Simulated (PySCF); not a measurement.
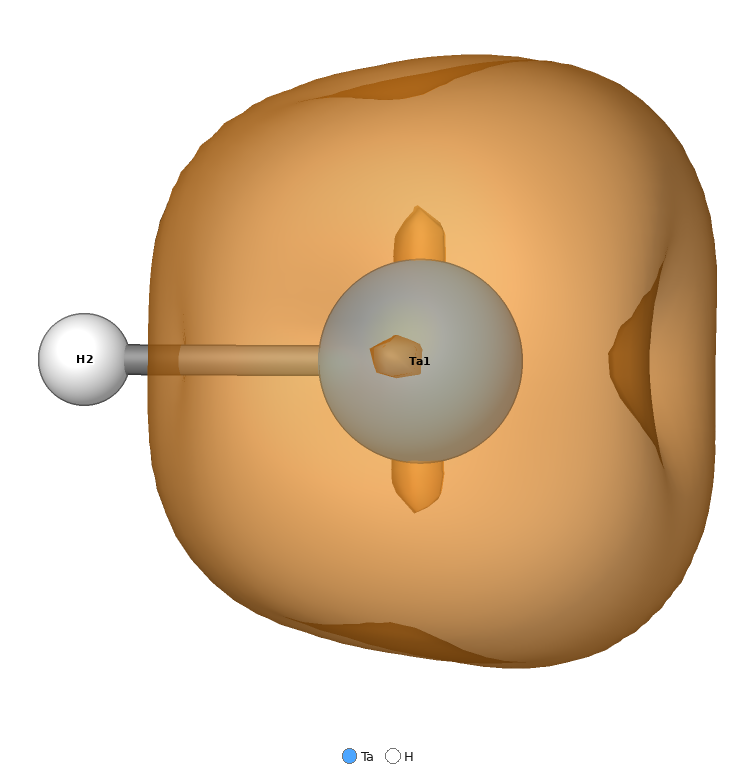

*TaH (quintet). Isosurface of the spin density at +0.05 e/Å³ (orange), seen from one side.*

Core potentials replace the inner electrons of Ta.

Computed with PySCF 2.14.0, PBE0/def2-TZVPPD, non-relativistic Hamiltonian with scalar-relativistic core potentials where named, at a bond length of 1.775 Å.

```xyz
2

Ta    0.0000    0.0000   -0.0098
H     0.0000    0.0000    1.7652
```

### Describe the spin distribution.

The unpaired spin (4 electrons) lies mostly on Ta1 (about 3.9) and H2 (about 0.1), in electrons by Hirshfeld's partition.
